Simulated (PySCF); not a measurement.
C6H8O2S, SMILES s1c(ccc1OC)OC, GFN2-xTB optimised geometry. Atoms within 1.6 Å of the plane z = 1.2 Å (x, y, z in Å): C1 (-2.34, -2.68, -0.01), O2 (-0.95, -2.90, 0.00), C3 (-0.16, -1.81, 0.00), C4 (1.19, -1.81, 0.00), C5 (1.75, -0.51, 0.00), C6 (0.82, 0.47, 0.00), O7 (1.06, 1.80, 0.00), C8 (-0.06, 2.65, 0.02), S9 (-0.80, -0.18, 0.00), H10 (-2.81, -3.67, -0.01), H11 (-2.66, -2.12, 0.87), H13 (1.78, -2.71, 0.00), H14 (2.81, -0.31, 0.00), H15 (0.34, 3.67, 0.01), H16 (-0.66, 2.49, 0.92).

Calculation: B3LYP/def2-SVP (PySCF 2.14.0).

Map of the electrostatic potential (hartree/e), clipped to [-0.08, 0.12] on the plane z = 1.2 Å:

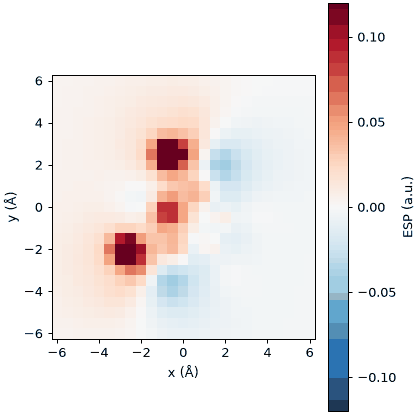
Electrostatic potential (hartree/e), clipped to [-0.08, 0.12] on the plane z = 1.2 Å.
